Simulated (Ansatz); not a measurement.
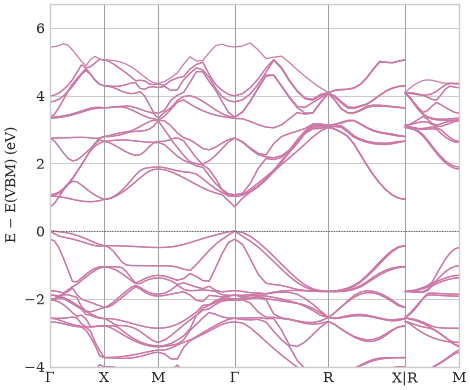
Band structure from r²SCAN with spin–orbit coupling in the plane-wave PAW code Ansatz

Read off the gap and where the band edges lie.

About 0.7 eV (0.72 eV by a search for the band edges); maximum at Γ, minimum at Γ.

The material is GaAs in space group Pm-3n (No. 223; Ga on 6c, As on 6d).

The start of the workflow was typed in or built on a structure type; neither database checked (COD, Materials Project) lists it. It is not the phase usual at ambient conditions (space group No. 216). Symmetry was held in the r²SCAN relaxation; its stability against distortions is not shown here. The volume moved by 22 % from the start of the relaxation.

Potentials: the earlier of the program's two PAW sets.
